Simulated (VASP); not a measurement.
Band structure of AlP (zinc blende). All values below come from rev-vdW-DF2, VASP's PBE PAW potentials (set 64) (plane waves; VASP 6.6.1).

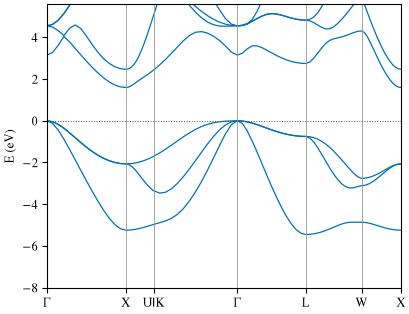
*Bands along high-symmetry lines, zero at the valence-band maximum or, without a gap, the Fermi level*

**Question.** Read the plot: is there a gap, and where are the band edges?

**Answer.** The gap is indirect, 1.60 eV, from the valence maximum at Γ to the conduction minimum at X. (Edges off the drawn lines would not show.)

Measured: gap 2.54 eV (computed value off by -0.94 eV), as given by Wei Chen et al., Physical Review Materials (2018), doi:10.1103/physrevmaterials.2.073803 [zero-point renormalisation of 0.02 eV added back (the table's ZPR column)].

The compound is AlP in the zinc blende structure. It was relaxed first.
